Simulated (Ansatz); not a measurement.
**Run report: C₂H₆MgO, molecular dynamics (part 1 of 2)**

System: C₂H₆MgO.
Method: RKS revPBE-d4/def2-SVP (Ansatz 0.2.0).

The geometry comes from this level: PBE0-D4/def2-TZVP. Figures and captions count atoms from 1; the log counts them from 0 in places.

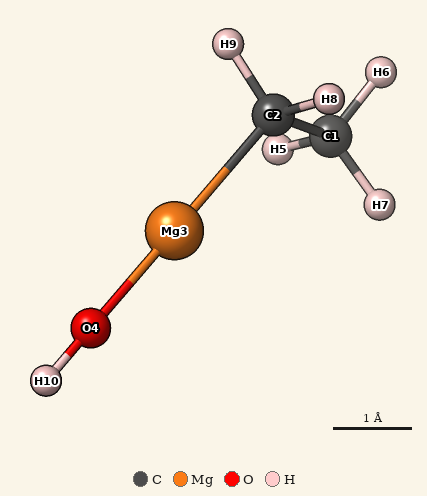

**Figure 1.** The input geometry (ball-and-stick view, seen at a tilt; atoms are numbered from 1 in the order of the input). Sticks mark near contacts.

**The input**
```yaml
crystal:
  periodic: [false, false, false]
  atoms:
    - {symbol: C, position_ang: [-1.341931, 0.759491, 0.368696]}
    - {symbol: C, position_ang: [-0.414154, -0.428873, 0.629760]}
    - {symbol: Mg, position_ang: [1.323741, -0.531227, -0.528176]}
    - {symbol: O, position_ang: [2.792805, -0.623660, -1.501904]}
    - {symbol: H, position_ang: [-1.703383, 0.779978, -0.663944]}
    - {symbol: H, position_ang: [-2.230263, 0.745749, 1.011793]}
    - {symbol: H, position_ang: [-0.842974, 1.717349, 0.544656]}
    - {symbol: H, position_ang: [-0.112730, -0.437160, 1.684644]}
    - {symbol: H, position_ang: [-0.965660, -1.366436, 0.486511]}
    - {symbol: H, position_ang: [3.577852, -0.666512, -2.029138]}
basis:
  gaussian: {orbitals: def2-SVP}
hamiltonian: {xc: {name: revPBE}, dispersion: d4}
md: {timestep: 0.5 fs, n_steps: 30, ensemble: nvt_langevin, temperature: 300, initial_velocities: maxwell_boltzmann, friction: 0.01, seed: 355}
```

Command:
```bash
ansatz run in.yaml --threads 4 --pin off --events-out ev --progress --plain --max-ram 10444MiB
```

**Log**
```
Functional definition: revPBE
  name "revPBE"
  cite "Zhang & Yang, Phys. Rev. Lett. 80, 890 (1998) doi:10.1103/PhysRevLett.80.890"
  cite "Perdew, Burke & Ernzerhof, Phys. Rev. Lett. 77, 3865 (1996) doi:10.1103/PhysRevLett.77.3865"
  parameter kappa = 1.245
  parameter beta = 0.06672455060314922
  exchange = pbe_x(kappa = kappa, mu = beta*pi^2/3)
  correlation = pbe_c(beta = beta)
986 factors; their error is unknown
mean field evaluation 1: about -9638.2857 eV, gradient 8.9e1 eV
mean field evaluation 2: about -9526.1645 eV, gradient 2.0e2 eV
mean field evaluation 4: about -9655.0884 eV, gradient 2.4e1 eV
mean field evaluation 8: about -9656.5390 eV, gradient 7.4e-2 eV
mean field evaluation 16: about -9656.4954 eV, gradient 1.3e-5 eV
mean field -9656.49540654 eV, -354.8696607827 hartree, gradient 1.3e-5 eV, S^2 0.000000; 0 other end points of the search recorded, 0 dependent functions left out
the calculation of the forces begins
reference -9656.49546280 eV, -354.8696628500 hartree; 19, 19 occupied and 71, 71 virtual orbitals, 986 factors
md step     0: t =     0.00 fs  T =   270.0 K  F+E_penalty+E_count = -9656.93699023 eV  E_kin = 0.349002 eV  (27 SCF iters)
these checks for a lower state are left out or cut short: starts, cluster_reference, orbital_swaps, neighbouring_geometries, increment
986 factors; their error is unknown
mean field -9656.46878795 eV, -354.8686825677 hartree, gradient 1.4e-5 eV, S^2 0.000000; 0 other end points of the search recorded, 0 dependent functions left out
the calculation of the forces begins
reference -9656.46884417 eV, -354.8686846336 hartree; 19, 19 occupied and 71, 71 virtual orbitals, 986 factors
md step     1: t =     0.50 fs  T =   255.2 K  F+E_penalty+E_count = -9656.91042868 eV  E_kin = 0.329829 eV  (30 SCF iters, 17 dispersion substeps)
[... from here on the SCF iterations and repeated set-up lines of each step are left out, up to the last step ...]
md step     2: t =     1.00 fs  T =   237.4 K  F+E_penalty+E_count = -9656.86969898 eV  E_kin = 0.306927 eV  (31 SCF iters, 17 dispersion substeps)
md step     3: t =     1.50 fs  T =   201.3 K  F+E_penalty+E_count = -9656.83290318 eV  E_kin = 0.260157 eV  (31 SCF iters, 17 dispersion substeps)
md step     4: t =     2.00 fs  T =   189.1 K  F+E_penalty+E_count = -9656.81453345 eV  E_kin = 0.244404 eV  (31 SCF iters, 17 dispersion substeps)
md step     5: t =     2.50 fs  T =   191.1 K  F+E_penalty+E_count = -9656.81619524 eV  E_kin = 0.247071 eV  (31 SCF iters, 17 dispersion substeps)
md step     6: t =     3.00 fs  T =   196.8 K  F+E_penalty+E_count = -9656.82972257 eV  E_kin = 0.254393 eV  (31 SCF iters, 17 dispersion substeps)
md step     7: t =     3.50 fs  T =   221.8 K  F+E_penalty+E_count = -9656.84286594 eV  E_kin = 0.286743 eV  (31 SCF iters, 17 dispersion substeps)
md step     8: t =     4.00 fs  T =   218.2 K  F+E_penalty+E_count = -9656.84575585 eV  E_kin = 0.282046 eV  (31 SCF iters, 17 dispersion substeps)
md step     9: t =     4.50 fs  T =   196.5 K  F+E_penalty+E_count = -9656.83266918 eV  E_kin = 0.253938 eV  (31 SCF iters, 17 dispersion substeps)
md step    10: t =     5.00 fs  T =   175.3 K  F+E_penalty+E_count = -9656.80785312 eV  E_kin = 0.226647 eV  (31 SCF iters, 17 dispersion substeps)
md step    11: t =     5.50 fs  T =   153.6 K  F+E_penalty+E_count = -9656.77940725 eV  E_kin = 0.198538 eV  (32 SCF iters, 17 dispersion substeps)
md step    12: t =     6.00 fs  T =   145.1 K  F+E_penalty+E_count = -9656.75312913 eV  E_kin = 0.187553 eV  (32 SCF iters, 17 dispersion substeps)
md step    13: t =     6.50 fs  T =   123.4 K  F+E_penalty+E_count = -9656.73275502 eV  E_kin = 0.159442 eV  (31 SCF iters, 17 dispersion substeps)
md step    14: t =     7.00 fs  T =   120.9 K  F+E_penalty+E_count = -9656.72007157 eV  E_kin = 0.156214 eV  (31 SCF iters, 17 dispersion substeps)
md step    15: t =     7.50 fs  T =   123.6 K  F+E_penalty+E_count = -9656.71591466 eV  E_kin = 0.159719 eV  (32 SCF iters, 17 dispersion substeps)
md step    16: t =     8.00 fs  T =   121.4 K  F+E_penalty+E_count = -9656.71796684 eV  E_kin = 0.156982 eV  (31 SCF iters, 17 dispersion substeps)
md step    17: t =     8.50 fs  T =   128.3 K  F+E_penalty+E_count = -9656.72599804 eV  E_kin = 0.165854 eV  (29 SCF iters, 17 dispersion substeps)
md step    18: t =     9.00 fs  T =   152.8 K  F+E_penalty+E_count = -9656.74269665 eV  E_kin = 0.197556 eV  (32 SCF iters, 17 dispersion substeps)
md step    19: t =     9.50 fs  T =   161.8 K  F+E_penalty+E_count = -9656.76703750 eV  E_kin = 0.209140 eV  (31 SCF iters, 17 dispersion substeps)
md step    20: t =    10.00 fs  T =   171.6 K  F+E_penalty+E_count = -9656.79769365 eV  E_kin = 0.221824 eV  (31 SCF iters, 17 dispersion substeps)
md step    21: t =    10.50 fs  T =   196.6 K  F+E_penalty+E_count = -9656.83161833 eV  E_kin = 0.254134 eV  (31 SCF iters, 17 dispersion substeps)
md step    22: t =    11.00 fs  T =   211.1 K  F+E_penalty+E_count = -9656.86115606 eV  E_kin = 0.272924 eV  (32 SCF iters, 17 dispersion substeps)
md step    23: t =    11.50 fs  T =   226.3 K  F+E_penalty+E_count = -9656.87579075 eV  E_kin = 0.292534 eV  (30 SCF iters, 17 dispersion substeps)
md step    24: t =    12.00 fs  T =   233.9 K  F+E_penalty+E_count = -9656.87047324 eV  E_kin = 0.302349 eV  (31 SCF iters, 17 dispersion substeps)
md step    25: t =    12.50 fs  T =   206.6 K  F+E_penalty+E_count = -9656.84718762 eV  E_kin = 0.267047 eV  (32 SCF iters, 17 dispersion substeps)
md step    26: t =    13.00 fs  T =   187.5 K  F+E_penalty+E_count = -9656.81778219 eV  E_kin = 0.242317 eV  (31 SCF iters, 17 dispersion substeps)
md step    27: t =    13.50 fs  T =   178.1 K  F+E_penalty+E_count = -9656.79474089 eV  E_kin = 0.230158 eV  (31 SCF iters, 17 dispersion substeps)
md step    28: t =    14.00 fs  T =   169.6 K  F+E_penalty+E_count = -9656.78784166 eV  E_kin = 0.219214 eV  (31 SCF iters, 17 dispersion substeps)
md step    29: t =    14.50 fs  T =   196.2 K  F+E_penalty+E_count = -9656.79772953 eV  E_kin = 0.253590 eV  (32 SCF iters, 17 dispersion substeps)
these checks for a lower state are left out or cut short: starts, cluster_reference, orbital_swaps, neighbouring_geometries, increment
986 factors; their error is unknown
mean field -9656.37157180 eV, -354.8651099399 hartree, gradient 1.6e-5 eV, S^2 0.000000; 0 other end points of the search recorded, 0 dependent functions left out
the calculation of the forces begins
reference -9656.37162843 eV, -354.8651120209 hartree; 19, 19 occupied and 71, 71 virtual orbitals, 986 factors
986 factors; their error is unknown
mean field evaluation 256: about -9656.4151 eV, gradient 7.9e-2 eV
mean field -9656.37157180 eV, -354.8651099399 hartree, gradient 1.9e-5 eV, S^2 0.000000; 1 other end points of the search recorded, 0 dependent functions left out
the calculation of the forces begins
reference -9656.37162843 eV, -354.8651120209 hartree; 19, 19 occupied and 71, 71 virtual orbitals, 986 factors
md step    30: t =    15.00 fs  T =   207.4 K  F+E_penalty+E_count = -9656.81218877 eV  E_kin = 0.268086 eV  (29 SCF iters, 17 dispersion substeps)
```

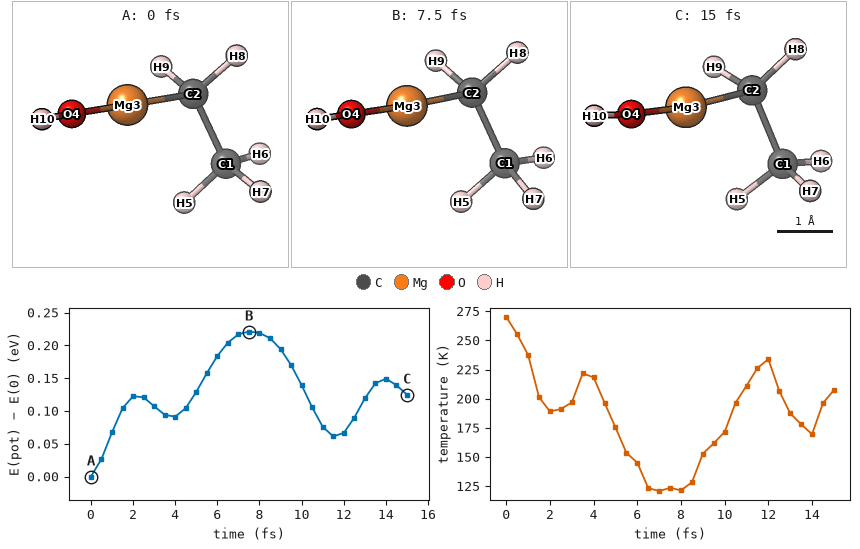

**Figure 2.** Frames of the molecular dynamics (ball-and-stick, seen at a tilt) above the curves, on which the letters mark them. The trajectory kept here has 31 frames over 15 fs. The temperature starts at 270 K, ranges from 121 to 270 K and averages 180 K over the second half. The potential energy ends 0.125 eV above its first value. After an unweighted best fit of the last frame on the first, the root-mean-square displacement is 0.11 Å.

```
Total energy: -9656.81224540 eV, -354.8813043959 hartree
Atom 0 at    -1.292485     0.743520     0.332399 Å, force    -1.256356    -1.583834    -0.687396 eV/Å
Atom 1 at    -0.387850    -0.463061     0.693164 Å, force    -0.498507    -0.412168    -0.070822 eV/Å
Atom 2 at     1.278506    -0.498631    -0.553164 Å, force     0.695134    -0.141603    -0.247926 eV/Å
Atom 3 at     2.806289    -0.590573    -1.508629 Å, force     0.763937    -0.183478    -0.639419 eV/Å
Atom 4 at    -1.762188     0.596865    -0.706051 Å, force     0.719437     0.366407     0.755998 eV/Å
Atom 5 at    -2.196070     0.886984     0.970757 Å, force     0.145644    -0.109506     0.277397 eV/Å
Atom 6 at    -0.722222     1.646145     0.380215 Å, force     0.507140     1.420404    -0.177772 eV/Å
Atom 7 at    -0.081334    -0.485896     1.775726 Å, force    -0.260878     0.000469    -0.387358 eV/Å
Atom 8 at    -0.923436    -1.430736     0.449681 Å, force     0.173006     0.408870     0.446371 eV/Å
Atom 9 at     3.570833    -0.776804    -2.104340 Å, force    -0.988557     0.234439     0.730928 eV/Å
Dipole moment:    -0.038224    -0.021079    -0.086957 e Å
```

**Trajectory as extended XYZ (Å, eV, eV/Å), 20 of the 31 frames kept, from step=0 to step=30**
```
10
Properties=species:S:1:pos:R:3:forces:R:3 step=0 time_fs=0.0 energy=-9656.93699 temperature=270.0
C    -1.3419    0.7595    0.3687    0.1609  -0.1958   0.0365
C    -0.4142   -0.4289    0.6298    0.1160   0.1809  -0.2219
Mg    1.3237   -0.5312   -0.5282   -0.1916   0.0117   0.1274
O     2.7928   -0.6237   -1.5019   -0.2180   0.0068   0.1513
H    -1.7034    0.7800   -0.6639   -0.2054   0.0295  -0.5383
H    -2.2303    0.7457    1.0118   -0.4708   0.0113   0.3263
H    -0.8430    1.7173    0.5447    0.2419   0.5159   0.0894
H    -0.1127   -0.4372    1.6846    0.1626  -0.0242   0.5495
H    -0.9657   -1.3664    0.4865   -0.2745  -0.4994  -0.0638
H     3.5779   -0.6665   -2.0291    0.6791  -0.0367  -0.4563
10
Properties=species:S:1:pos:R:3:forces:R:3 step=2 time_fs=1.0 energy=-9656.86970 temperature=237.4
C    -1.3404    0.7603    0.3709   -0.0178  -1.2038  -1.1755
C    -0.4140   -0.4308    0.6325   -0.1362  -0.2294  -0.4892
Mg    1.3192   -0.5290   -0.5280    0.0027   0.0021   0.0278
O     2.7972   -0.6217   -1.5033   -1.1143   0.0689   0.7638
H    -1.6893    0.7786   -0.6861   -0.1484  -0.0449   0.0609
H    -2.2119    0.7607    1.0076   -0.9788  -0.0032   0.6172
H    -0.8477    1.6928    0.5097    0.8218   1.4830   0.3414
H    -0.1268   -0.4400    1.6813    0.3033  -0.0107   0.8751
H    -0.9442   -1.4001    0.4922   -0.1439   0.0269  -0.0556
H     3.5662   -0.6706   -2.0283    1.4116  -0.0889  -0.9658
10
Properties=species:S:1:pos:R:3:forces:R:3 step=3 time_fs=1.5 energy=-9656.83290 temperature=201.3
C    -1.3394    0.7603    0.3720   -0.1350  -1.5514  -1.6395
C    -0.4141   -0.4317    0.6339   -0.2050  -0.4214  -0.5145
Mg    1.3170   -0.5279   -0.5280    0.0908  -0.0018  -0.0168
O     2.7991   -0.6207   -1.5040   -1.2653   0.0854   0.8732
H    -1.6822    0.7785   -0.6971   -0.1346  -0.0862   0.3410
H    -2.2060    0.7688    1.0079   -1.1172  -0.0024   0.6824
H    -0.8484    1.6857    0.4921    1.0363   1.8124   0.4282
H    -0.1315   -0.4416    1.6825    0.3351  -0.0049   0.9244
H    -0.9338   -1.4161    0.4947   -0.0939   0.2712  -0.0494
H     3.5644   -0.6730   -2.0314    1.4886  -0.1008  -1.0288
10
Properties=species:S:1:pos:R:3:forces:R:3 step=5 time_fs=2.5 energy=-9656.81619 temperature=191.1
C    -1.3372    0.7594    0.3741   -0.2604  -1.5667  -2.1765
C    -0.4143   -0.4336    0.6360   -0.1952  -0.6694  -0.2675
Mg    1.3125   -0.5257   -0.5280    0.2426  -0.0058  -0.0923
O     2.8019   -0.6188   -1.5047   -0.8943   0.0701   0.6288
H    -1.6672    0.7775   -0.7187   -0.1369  -0.1619   0.8348
H    -2.2031    0.7844    1.0134   -1.0707   0.0174   0.5916
H    -0.8418    1.6871    0.4572    1.0740   1.7803   0.5049
H    -0.1360   -0.4448    1.6920    0.3067   0.0018   0.7218
H    -0.9136   -1.4416    0.4974   -0.0638   0.6123  -0.0366
H     3.5686   -0.6792   -2.0453    0.9978  -0.0780  -0.7091
10
Properties=species:S:1:pos:R:3:forces:R:3 step=6 time_fs=3.0 energy=-9656.82972 temperature=196.8
C    -1.3362    0.7581    0.3745   -0.2544  -1.2637  -2.2390
C    -0.4143   -0.4349    0.6368   -0.1464  -0.7471  -0.0408
Mg    1.3103   -0.5248   -0.5281    0.3102  -0.0068  -0.1242
O     2.8031   -0.6178   -1.5048   -0.4464   0.0378   0.3150
H    -1.6605    0.7763   -0.7266   -0.1549  -0.1928   0.9906
H    -2.2055    0.7919    1.0174   -0.9152   0.0264   0.4628
H    -0.8348    1.6941    0.4412    0.9146   1.4549   0.5157
H    -0.1371   -0.4465    1.6998    0.2626   0.0030   0.5129
H    -0.9041   -1.4521    0.4979   -0.0697   0.7305  -0.0294
H     3.5748   -0.6833   -2.0551    0.4995  -0.0422  -0.3636
10
Properties=species:S:1:pos:R:3:forces:R:3 step=8 time_fs=4.0 energy=-9656.84576 temperature=218.2
C    -1.3339    0.7555    0.3733   -0.1780  -0.3286  -1.9719
C    -0.4146   -0.4379    0.6385    0.0101  -0.7827   0.5022
Mg    1.3058   -0.5231   -0.5289    0.4200  -0.0081  -0.1677
O     2.8042   -0.6161   -1.5052    0.5362  -0.0518  -0.3964
H    -1.6475    0.7713   -0.7336   -0.2407  -0.2310   1.0536
H    -2.2160    0.8075    1.0279   -0.3996   0.0323   0.0736
H    -0.8142    1.7180    0.4113    0.3879   0.4633   0.5338
H    -0.1399   -0.4500    1.7186    0.1647   0.0167   0.0187
H    -0.8848   -1.4677    0.5015   -0.1407   0.8360  -0.0411
H     3.5899   -0.6933   -2.0765   -0.5599   0.0538   0.3953
```
